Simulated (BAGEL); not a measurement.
**CHF2 (difluoromethyl radical) at UHF/6-31G(d) (density fitting with qzvpp-jkfit, spherical functions)**

Aim: the vertical doublet–quartet gap of CHF2 (difluoromethyl radical) at UHF/6-31G* (density fitting with qzvpp-jkfit, spherical functions), from 2 runs. 

Program for the calculation: BAGEL 1.2.2.

2 further runs of the same task are left out: 2 set aside as unsound or not needed. Runs told in other sessions of the task aren't counted.

## (1) Starting point

CHF2: 4 atoms, total charge 0, spin state doublet. As SMILES, `F[CH]F`. The shape is that of a PBE0-D4/def2-TZVP optimisation.

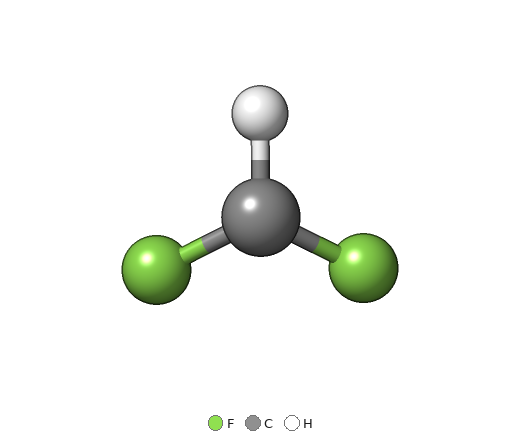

Viewed from a chosen angle; fluorine green, carbon grey, hydrogen white.

## (2) A single-point energy at UHF/6-31G(d) (density fitting with qzvpp-jkfit, spherical functions)

input.json

```json
{ "bagel": [

{
  "title": "molecule",
  "basis": "6-31gs.json",
  "df_basis": "qzvpp-jkfit",
  "angstrom": "true",
  "geometry": [
    { "atom": "F", "xyz": [      -1.208200,       0.264600,      -0.141700 ] },
    { "atom": "C", "xyz": [       0.038600,       0.063400,       0.244400 ] },
    { "atom": "F", "xyz": [       0.433100,      -1.166800,      -0.029600 ] },
    { "atom": "H", "xyz": [       0.736500,       0.838700,      -0.073100 ] }
  ]
},

{ "title": "uhf", "nopen": 1 },

{ "title": "print", "file": "orbitals.molden", "orbitals": "true" }

]}
```

The basis set 6-31G* is read from a file made from the Basis Set Exchange's data (not shown).

Command:

```console
$ BAGEL_NUM_THREADS=1 BAGEL input.json > input.out
```

Standard output:

```text
* using 1 threads per process

  ===============================================================
  ===============================================================

  *** Geometry ***

  { "atom" : "F", "xyz" : [     -2.283167,      0.500022,     -0.267774 ] },
  { "atom" : "C", "xyz" : [      0.072943,      0.119809,      0.461849 ] },
  { "atom" : "F", "xyz" : [      0.818440,     -2.204932,     -0.055936 ] },
  { "atom" : "H", "xyz" : [      1.391783,      1.584913,     -0.138139 ] },

  Number of auxiliary basis functions:      247

  Since a DF basis is specified, we compute 2- and 3-index integrals:
    o Being stored without compression. Storage requirement is 0.004 GB

  Number of basis functions:       44
  Number of electrons      :       25

    * METHOD: MOLECULE                             0.05

  *** Open-shell HF ***

  === Nuclear Repulsion ===
    70.5382683339

      * DIIS with orbital gradients will be used.

  === UHF iteration (6-31gs.json) ===
      0       -237.10780721          0.06291417           0.01
      1       -237.20780152          0.04005894           0.01
      2       -237.24120186          0.02377537           0.01
      3       -237.25928669          0.00185223           0.01
      4       -237.25991042          0.00047560           0.01
      5       -237.25998087          0.00017706           0.01
      6       -237.26000009          0.00004304           0.01
      7       -237.26000328          0.00001509           0.01
      8       -237.26000408          0.00000534           0.01
      9       -237.26000420          0.00000327           0.01
     10       -237.26000422          0.00000156           0.01
     11       -237.26000423          0.00000042           0.01
     12       -237.26000423          0.00000012           0.01
     13       -237.26000423          0.00000006           0.01
     14       -237.26000423          0.00000003           0.01
     15       -237.26000423          0.00000001           0.01
     16       -237.26000423          0.00000001           0.01
    * SCF iteration converged.

    * S^2 (UHF) is 0.7549

    * Permanent dipole moment:
           (   -0.414135,    -0.479789,    -0.062408) a.u.

    * METHOD: UHF                                  0.28

    * METHOD: PRINT                                0.01

  ===============================================================
```

Run time: 0.46 s. Hardware: 1 thread of Arm Neoverse V1, shared host.

## (3) The quartet, same level

job.json

```json
{ "bagel": [

{
  "title": "molecule",
  "basis": "6-31gs.json",
  "df_basis": "qzvpp-jkfit",
  "angstrom": true,
  "geometry": [
    { "atom": "F", "xyz": [      -1.208200,       0.264600,      -0.141700 ] },
    { "atom": "C", "xyz": [       0.038600,       0.063400,       0.244400 ] },
    { "atom": "F", "xyz": [       0.433100,      -1.166800,      -0.029600 ] },
    { "atom": "H", "xyz": [       0.736500,       0.838700,      -0.073100 ] }
  ]
},

{
  "title": "uhf",
  "nopen": 3
},

{
  "title": "print",
  "file": "orbitals.molden",
  "orbitals": true
}

]}
```

The basis set 6-31G* is read from a file made from the Basis Set Exchange's data (not shown).

Command:

```console
$ BAGEL_NUM_THREADS=1 BAGEL job.json > job.out
```

Standard output:

```text
* using 1 threads per process

  ===============================================================
  ===============================================================

  *** Geometry ***

  { "atom" : "F", "xyz" : [     -2.283167,      0.500022,     -0.267774 ] },
  { "atom" : "C", "xyz" : [      0.072943,      0.119809,      0.461849 ] },
  { "atom" : "F", "xyz" : [      0.818440,     -2.204932,     -0.055936 ] },
  { "atom" : "H", "xyz" : [      1.391783,      1.584913,     -0.138139 ] },

  Number of auxiliary basis functions:      247

  Since a DF basis is specified, we compute 2- and 3-index integrals:
    o Being stored without compression. Storage requirement is 0.004 GB

  Number of basis functions:       44
  Number of electrons      :       25

    * METHOD: MOLECULE                             0.05

  *** Open-shell HF ***

  === Nuclear Repulsion ===
    70.5382683339

      * DIIS with orbital gradients will be used.

  === UHF iteration (6-31gs.json) ===
      0       -236.61488714          0.05138805           0.01
      1       -236.69870125          0.04126801           0.01
      2       -236.73899895          0.02741066           0.01
      3       -236.77126684          0.00432313           0.01
      4       -236.78170413          0.00358048           0.01
      5       -236.79339295          0.00246783           0.01
      6       -236.79856050          0.00124612           0.01
      7       -236.79956989          0.00050750           0.01
      8       -236.79958019          0.00063140           0.01
      9       -236.79965930          0.00014841           0.01
     10       -236.79966590          0.00007791           0.01
     11       -236.79966841          0.00003297           0.01
     12       -236.79966889          0.00001645           0.01
     13       -236.79966894          0.00000448           0.01
     14       -236.79966895          0.00000270           0.01
     15       -236.79966895          0.00000113           0.01
     16       -236.79966895          0.00000046           0.01
     17       -236.79966895          0.00000018           0.01
     18       -236.79966895          0.00000010           0.01
     19       -236.79966895          0.00000005           0.01
     20       -236.79966895          0.00000002           0.01
     21       -236.79966895          0.00000001           0.01
    * SCF iteration converged.

    * S^2 (UHF) is 3.7601

    * Permanent dipole moment:
           (    0.466213,     0.505783,    -0.366574) a.u.

    * METHOD: UHF                                  0.35

    * METHOD: PRINT                                0.01

  ===============================================================
```

Wall time 0.52 s (1 thread of Arm Neoverse V1, shared host).

## (4) Outcome

Level: UHF/6-31G* (density fitting with qzvpp-jkfit, spherical functions).

```
                                        quantity          value
                           doublet: total energy  -237.26000 Eh
                          doublet: dipole moment         1.62 D
                                   doublet: ⟨S²⟩          0.755
                           quartet: total energy  -236.79967 Eh
                          quartet: dipole moment         1.98 D
                                   quartet: ⟨S²⟩          3.760
vertical energy of the quartet above the doublet      12.526 eV
```

**Reading.** At this shape the quartet lies 12.53 eV (1209 kJ/mol) above the doublet.
